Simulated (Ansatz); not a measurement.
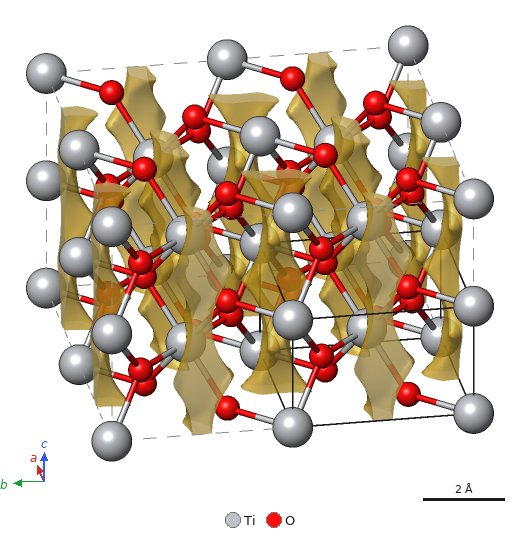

The yellow surface encloses the points that the centre of a probe sphere of radius 0.45 Å can occupy in TiO2 in space group P4_2/mnm, computed on a grid of about 0.13 Å (2×2×2 cells shown, view from a free direction; pale faces close the region where the box cuts it).

The atoms' radii are covalent radii (Cordero): Ti 1.60 Å, O 0.66 Å.

Source of the atomic positions: the input geometry of an electronic-structure calculation (not necessarily at equilibrium).

```xyz
6
Lattice="4.5941 0.0000 0.0000 0.0000 4.5941 0.0000 0.0000 0.0000 2.9589" Properties=species:S:1:pos:R:3 pbc="T T T"
Ti    0.0000    0.0000    0.0000
Ti    2.2971    2.2971    1.4794
O     1.4044    1.4044    0.0000
O     0.8926    3.7015    1.4794
O     3.1897    3.1897    0.0000
O     3.7015    0.8926    1.4794
```

Q: Do these regions connect?

A: Where they connect, they form one-dimensional channels along [001].

Q: What share of the cell can the probe's centre reach?

A: About 6.9 % of the volume (4.3 Å³ of 62.4 Å³).

Q: Give the largest included and the largest free sphere.

A: The largest sphere that fits anywhere has a diameter of 1.63 Å; the largest that can travel through the crystal, about 1.4 Å.

Q: How does the connectivity change as the probe shrinks?

A: Below a radius of about 0.72 Å the space forms one-dimensional channels along [001]. Below a radius of about 0.36 Å the space forms a three-dimensional network. These are grid estimates, good to about 0.05 Å.
